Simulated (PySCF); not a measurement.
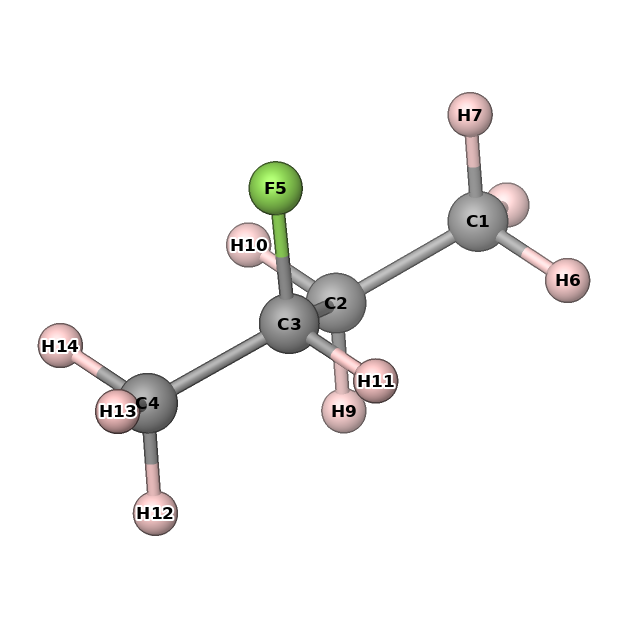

C2 lies behind C3. The molecule seen a little off the C3–C2 bond, C3 in front. Atoms fade into the background with distance from the viewer. The geometry was computed by an optimisation with PBE0-D3(BJ)/def2-SVP. No frequency run is at hand to confirm it as a minimum.

### What is the torsion angle F5–C3–C2–C1? The sign is positive where the front bond must turn clockwise to cover the back bond.

58°, synclinal (gauche). The bonds about C3–C2 are staggered.
